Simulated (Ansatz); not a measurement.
Input file:

```
crystal:
  periodic: [false, false, false]
  atoms:
    - {symbol: N, position_ang: [0.142483, 0.326817, 1.082039]}
    - {symbol: Si, position_ang: [-0.104374, -0.223577, -0.492560]}
    - {symbol: Br, position_ang: [0.526082, -2.330491, -0.577692]}
    - {symbol: Br, position_ang: [-2.243977, -0.000607, -0.957504]}
    - {symbol: Br, position_ang: [1.022832, 0.860586, -2.061775]}
    - {symbol: H, position_ang: [0.998374, 0.112784, 1.568360]}
    - {symbol: H, position_ang: [-0.280319, 1.186588, 1.393332]}
basis:
  gaussian: {orbitals: def2-TZVPP}
hamiltonian: {xc: pbe0, dispersion: d4}
output: {orbitals: {seedname: orbitals}}
```

Run with:

```sh
ansatz run in.yaml --threads 4 --pin off --events-out ev --progress --plain --max-ram 11315MiB
```

Geometry: PBE0-D4/def2-TZVP.

All numbers below come from Ansatz, RKS PBE0-D4/def2-TZVPP.

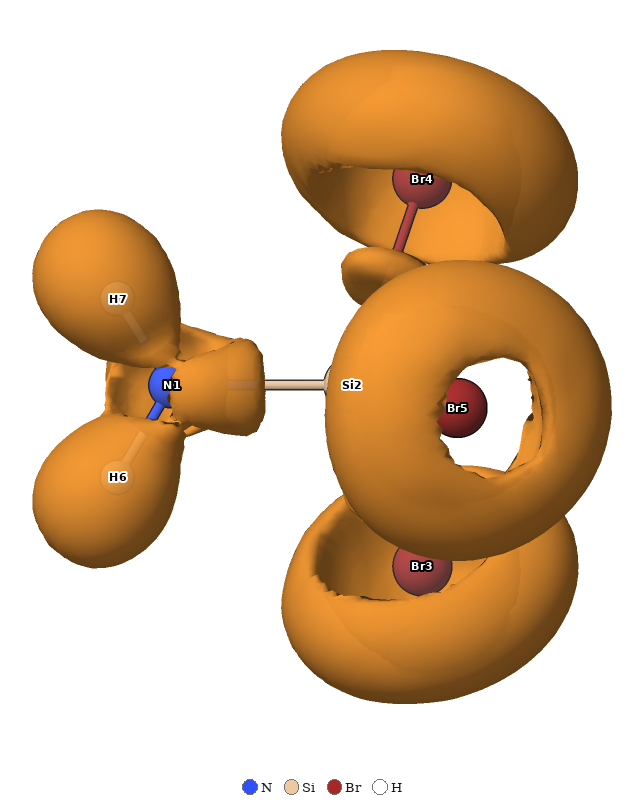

Br3H2NSi (SMILES N[Si](Br)(Br)Br). Isosurface of the electron localisation function at 0.8 (orange), seen across its widest extent. Only the valence region is drawn (cores and ρ < 0.01 e/Å³ removed).

Where are the electrons localised?

Answer. The ELF exceeds this value in three regions between bonded Br–Si atoms (shared pairs), three rings or bowls of non-bonding electrons around Br and one joined region spread over several atoms (H, N), in which their bonds and any lone pairs are merged.

Values along the shortest contacts:
Si–N (1.69 Å): the ELF peaks at about 0.90 between the atoms; a shared but strongly polarised pair. Si–Br (2.20 Å): the ELF peaks at about 0.85 between the atoms, as expected for a polar covalent bond.
